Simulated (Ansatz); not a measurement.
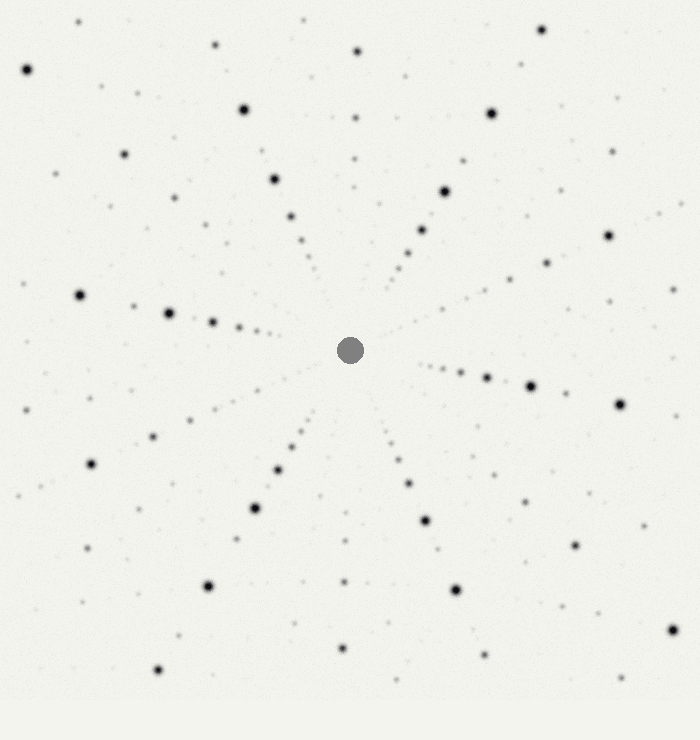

Simulated back-reflection Laue pattern (white X-rays, 0.45 to 2.2 Å, flat plate covering ±45° about the beam, kinematic intensities, seen from the source).

What symmetry does the pattern show?

2mm: a twofold axis with two mirror lines.

The crystal is Sc3Cr, space group Fm-3m (No. 225), a = 6.99 Å. Structure: the end point of a relaxation with DFT PBE, scalar-relativistic, plane waves, PAW (Ansatz); the starting structure was generated, so it need not be a known form of this composition.

Which direction points towards the source?

[110] or one equivalent to it by a rotation of the Laue group. In Laue class m-3m no other family of directions with a member of indices 0 and ±1 has this symmetry.
